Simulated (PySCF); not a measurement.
# Core-level calculation, with input and output: B2SiH2Cl2F2

System: B2SiH2Cl2F2, SMILES FB(F)[SiH2]B(Cl)Cl.
Method: delta-SCF UKS B3LYP, pcX-2 on the ionised atom, pcseg-1 elsewhere, spin-free X2C (PySCF 2.14.0).

The run did not end well. Figures and captions count atoms from 1; the log counts them from 0 in places.

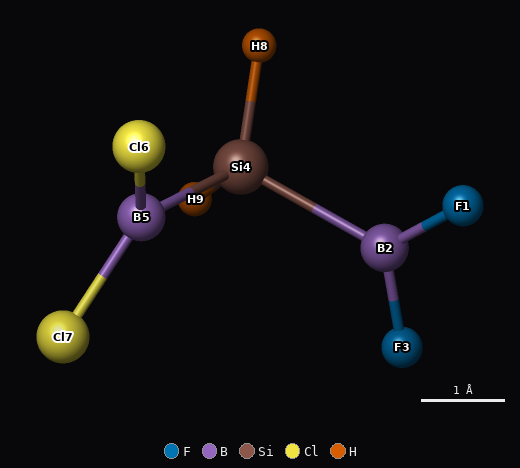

**Figure 1.** The input geometry (ball-and-stick view, seen at a tilt; atoms are numbered from 1 in the order of the input).

## The input
```
{"job": {"kind": "xps", "xc": "B3LYP"}, "charge": 0, "multiplicity": 1}
F     -2.121922     1.013794    -0.839904
B     -1.450355    -0.039539    -0.417992
F     -1.771636    -1.200684    -0.955582
Si     0.066387     0.125223     0.928635
B      1.715513     0.399456    -0.208869
Cl     2.211244     2.008496    -0.677139
Cl     2.605757    -0.969284    -0.832339
H     -0.167300     1.299123     1.822729
H      0.176687    -1.131111     1.729720
```

The first line tells a small driver script what to run in PySCF; the rest is the geometry in Å.

Run as:
```bash
OMP_NUM_THREADS=1 python <driver script> task.json out
```

## The program's output
```
ground state, core basis on atom 0 (F), 151 functions
  cycle   1  E = -1463.86888076  |g| = 6.71e-01
  cycle   2  E = -1463.73710238  |g| = 1.13e+00
  cycle   3  E = -1463.94933194  |g| = 4.10e-02
  cycle   4  E = -1463.94956982  |g| = 3.11e-02
  cycle   5  E = -1463.94972800  |g| = 8.84e-03
  cycle   6  E = -1463.94974093  |g| = 1.29e-03
  cycle   7  E = -1463.94974291  |g| = 3.45e-04
  E(ground) = -1463.94950966 Eh
hole in F 1s of atom 0
  cycle   1  E = -1437.57278137  |g| = 2.60e+00
  cycle   2  E = -1437.55813179  |g| = 2.10e+00
  cycle   3  E = -1438.42293408  |g| = 3.53e-01
[... 6 cycles left out ...]
  E(ion) = -1438.46802791 Eh   <S^2> = 0.7544   hole on atom = 1.000   binding energy = 693.386 eV
ground state, core basis on atom 1 (B), 151 functions
[... 6 cycles left out ...]
  E(ground) = -1463.90212127 Eh
hole in B 1s of atom 1
[... 12 cycles left out ...]
  E(ion) = -1456.56048751 Eh   <S^2> = 0.7844   hole on atom = 1.000   binding energy = 199.776 eV
ground state, core basis on atom 3 (Si), 162 functions
[... 6 cycles left out ...]
  E(ground) = -1463.96222699 Eh
hole in Si 1s of atom 3
[... 9 cycles left out ...]
  E(ion) = -1396.15365512 Eh   <S^2> = 0.7518   hole on atom = 1.000   binding energy = 1845.165 eV
hole in Si 2p of atom 3
[... 9 cycles left out ...]
  E(ion) = -1460.02857206 Eh   <S^2> = 0.7524   hole on atom = 1.002   binding energy = 107.040 eV
  2p3/2 = 106.837 eV   2p1/2 = 107.455 eV
ground state, core basis on atom 4 (B), 151 functions
[... 5 cycles left out ...]
  E(ground) = -1463.89461362 Eh
hole in B 1s of atom 4
[... 50 cycles left out ...]
hole again with damping 0.5
[... 80 cycles left out ...]
hole again, all orbitals by overlap
[... 80 cycles left out ...]
  E(ion) = -1456.47673635 Eh   <S^2> = 0.7700   hole on atom = 0.665   binding energy = 201.851 eV
ground state, core basis on atom 5 (Cl), 162 functions
[... 6 cycles left out ...]
  E(ground) = -1464.08375631 Eh
hole in Cl 1s of atom 5
[... 9 cycles left out ...]
  cycle  10  E = -1360.19845192  |g| = 1.98e-04
  E(ion) = -1360.19812147 Eh   <S^2> = 0.7512   hole on atom = 1.000   binding energy = 2826.872 eV
hole in Cl 2p of atom 5
  cycle   1  E = -1456.01357821  |g| = 1.66e+00
  cycle   2  E = -1456.00500928  |g| = 1.25e+00
  cycle   3  E = -1456.42393833  |g| = 2.85e-01
  cycle   4  E = -1456.46239674  |g| = 1.63e-01
  cycle   5  E = -1456.47792770  |g| = 3.91e-02
  cycle   6  E = -1456.47868108  |g| = 7.17e-03
  cycle   7  E = -1456.47870327  |g| = 2.60e-03
  cycle   8  E = -1456.47870572  |g| = 9.58e-04
  cycle   9  E = -1456.47870651  |g| = 2.81e-04
  E(ion) = -1456.47833752 Eh   <S^2> = 0.7520   hole on atom = 1.001   binding energy = 206.954 eV
  2p3/2 = 206.319 eV   2p1/2 = 207.969 eV
```

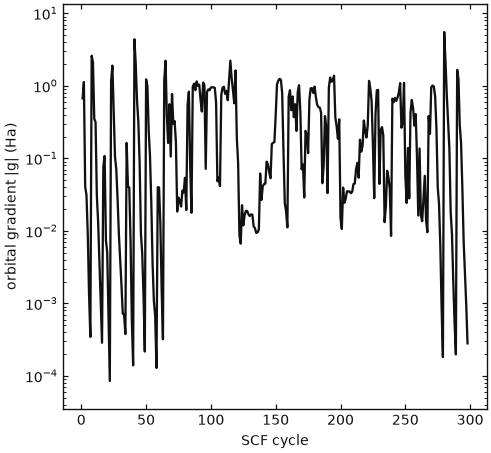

**Figure 2.** Convergence of the self-consistent field: orbital gradient |g| against the SCF cycle. All cycles printed in the log are drawn one after another.

## What the run reported

| quantity | value |
| --- | --- |
| outcome | not converged |
| hardware | 1 CPU thread, shared host |
| wall time | 2.8 min |
| peak memory | 0.67 GiB |

The run did not converge. At least one of its steps failed, so the values that rest on that step are not results. Checks after the run noted: B1s on atom 4: valence filled by overlap, may be an excited ion; B1s on atom 4: not converged or hole moved.
